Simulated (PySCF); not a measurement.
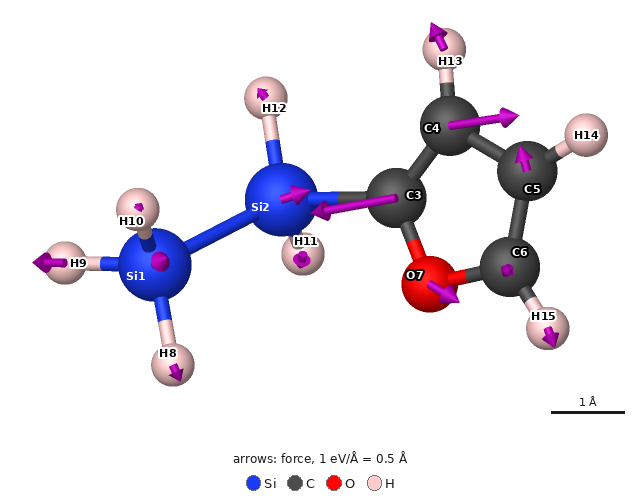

Starting geometry of C4H8OSi2 with the computed forces as purple arrows. A ball-and-stick model, seen at a tilt.

The start comes from GFN2-xTB. Its atoms were then displaced at random by about 0.01 Å.

Theory: PySCF, PBE0-D3(BJ)/def2-SVP geometry optimisation, gas phase. 

What follows when this structure is relaxed?

It isn't relaxed: the largest force vector, on C3, is 2.69 eV/Å. The final displacements follow the starting forces only in part (cosine between the two patterns 0.33). The largest move after the best rigid fit is that of H8, 0.11 Å. Largest moves by element: H 0.11 Å, C 0.06 Å, O 0.05 Å, Si 0.03 Å. Among the contacts that change: Si1–H9 1.441 → 1.496 Å, C3–C4 1.335 → 1.372 Å, Si1–Si2 2.317 → 2.346 Å, Si1–H8 1.471 → 1.495 Å. Among the angles between lasting bonds that change: C3–C4–H13 130.7° → 125.9°, C3–Si2–H11 106.8° → 111.0°, C5–C4–H13 123.4° → 127.2°. After 7 geometry steps the energy has fallen by 18.3 kJ/mol.
